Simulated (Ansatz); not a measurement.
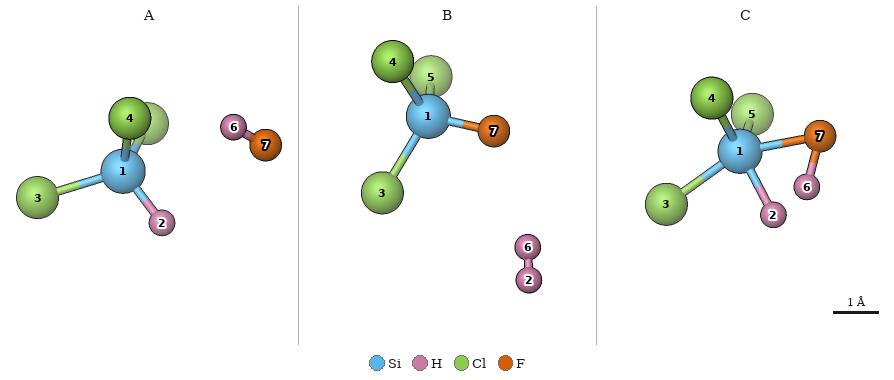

Three geometries of SiH₂Cl₃F: a saddle point and the two minima that it joins, in shuffled order. A ball-and-stick model, seen at a tilt. Sticks join atoms that are closer than about 1.2 times the sum of their covalent radii (a little more with hydrogen).

Stationary points at PBE0-D4/def2-TZVP, single-point energies with wB97X-V, SPW92 (LDA), r2SCAN0-D4, B2PLYP (def2-TZVPP where no basis is named; Ansatz 0.2.0). The energies are electronic, without zero-point or thermal terms, and both ends are the minima reached downhill from the saddle, with any fragments still in contact.

### Which frame is the transition state, what reaction does it lead through, and what barrier is to be expected?

Frame C is the saddle point. Counted by bonded pieces, A holds HF + SiHCl₃ and B holds H₂ + SiCl₃F. From A over the saddle to B, bonds form: Si1–F7 (3.44 → 1.89 → 1.58 Å), H2–H6 (3.00 → 0.99 → 0.75 Å). Bonds break: Si1–H2 (1.47 → 1.66 → 4.46 Å), H6–F7 (0.93 → 1.18 → 2.78 Å). The saddle has one imaginary mode, 1090i cm⁻¹. With wB97X-V the barrier is 37.7 kcal/mol from A and 63.8 kcal/mol from B, and B lies 26.1 kcal/mol below A.

```
      level  barrier from A (kcal/mol)  barrier from B (kcal/mol)  B less A (kcal/mol)
    wB97X-V                       37.7                       63.8                −26.1
SPW92 (LDA)                       23.0                       45.9                −22.9
 r2SCAN0-D4                       36.5                       63.3                −26.8
     B2PLYP                       39.2                       65.7                −26.5
```

Limits of the set-up: the start holds two separate molecules, 2.4 Å apart at their closest, whose relative position is a soft coordinate.
